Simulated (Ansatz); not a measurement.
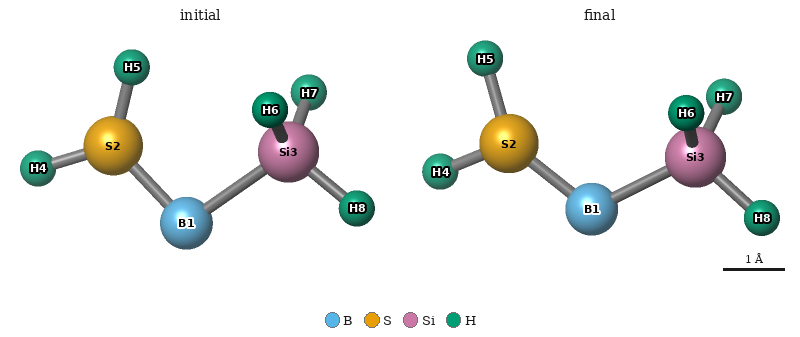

The structure of BSiH5S before (left) and after (right) a relaxation, at one scale.

A ball-and-stick model, seen at a tilt.

It is one of the separated reactants of a reaction.

Level of theory: RKS PBE-D4/def2-SVP (Ansatz 0.2.0). Settings: force threshold 0.03 eV/Å; at most 250 steps.

What changed between the two?

Answer. The atom that moves furthest after the best rigid fit is H5 (0.81 Å). Largest moves by element: H 0.81 Å, B 0.25 Å, S 0.15 Å, Si 0.14 Å. Near-neighbour distances that change, for instance: B1–Si3 2.156 → 2.017 Å, S2–H5 1.360 → 1.467 Å, Si3–H6 1.482 → 1.512 Å, B1–S2 1.775 → 1.754 Å. Bond angles that change, for instance: H4–S2–H5 121.7° → 94.7°, B1–S2–H5 121.4° → 144.2°, S2–B1–Si3 99.6° → 114.5°. After 8 accepted moves (9 points after the start) the energy has fallen by 79.4 kJ/mol. Largest force component: 2.8 eV/Å at the start, 0.024 eV/Å at the end. The line search rejected the trial step at point 8 of the run.
